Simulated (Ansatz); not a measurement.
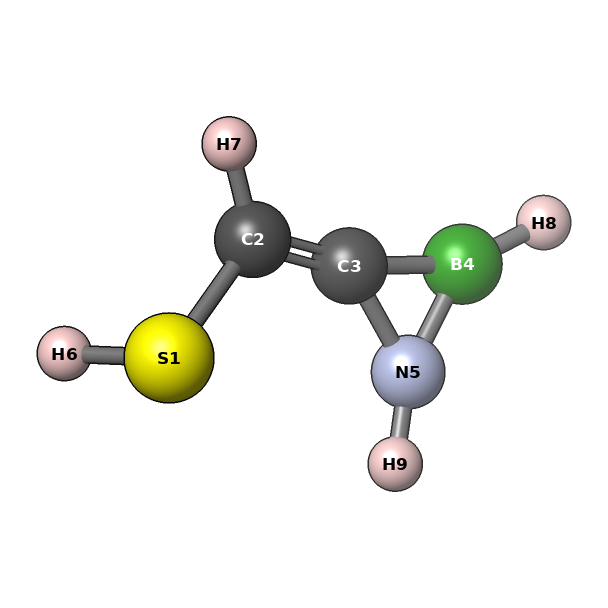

Distant atoms are faded towards the background colour. Computed geometry: PBE0-D4/def2-TZVP optimisation.

**Find the stereocentres and stereogenic double bonds.**

Double bonds: C2=C3.

**Assign CIP descriptors.**

C2=C3: Z.

**Give a SMILES with the stereochemistry.**

S/C=C1/BN1
